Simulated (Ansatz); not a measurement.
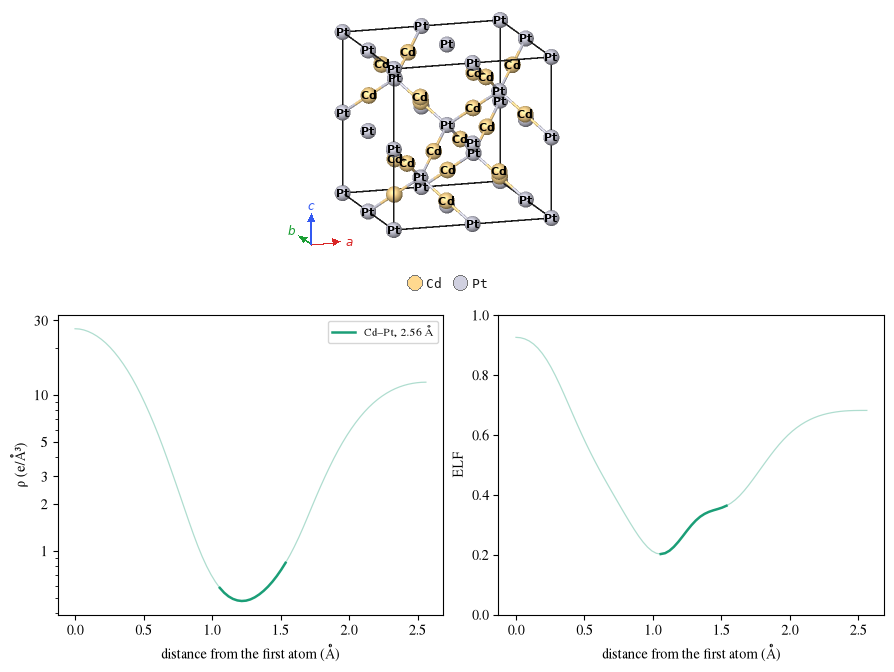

*Cd₅Pt₃. Valence pseudo-density and electron localisation function along straight lines between neighbouring atoms. Thin, pale parts lie inside the atomic spheres. The structure is drawn too.*

Space group F-43m; a structure generated by program, which may or may not match a known phase.

Computed with DFT PBE, scalar-relativistic, plane waves, PAW in Ansatz.

The density is the valence pseudo-density of a PAW calculation; it isn't the true density close to the nuclei.

Question: What can be read from the curves?

Answer: Cd–Pt (2.56 Å): ρ at the midpoint is about 0.49 e/Å³; the ELF is about 0.30 at the midpoint (no shared electron pair shows on this line).
